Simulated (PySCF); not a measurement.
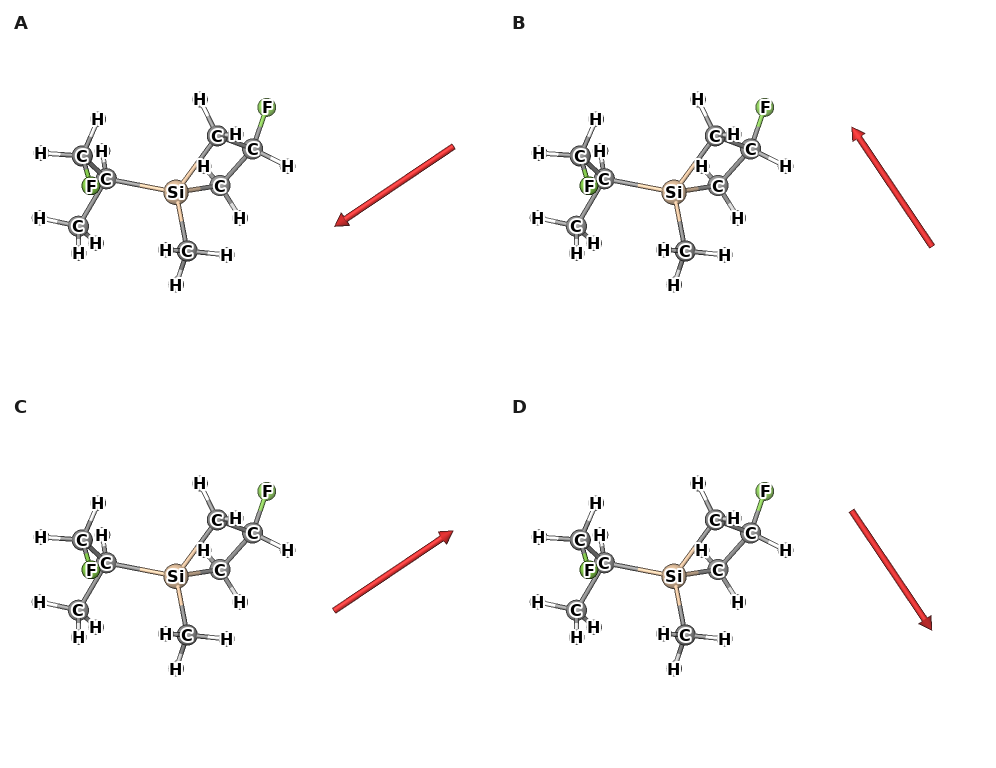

The same molecule four times, each with an arrow. The computed structure is the end point of a GFN2-xTB optimisation. No frequency run is at hand to confirm it as a minimum. Properties computed with PBE0/pcSseg-1, gas phase (PySCF 2.14.0).

> Which arrow points along the dipole moment, from the negative to the positive end?

A. The dipole moment is 1.86 D.

The geometry is semi-empirical. Around Si such bond lengths and angles can be off by a tenth of an ångström or more and by several degrees, and values that hang on the shape move with them.
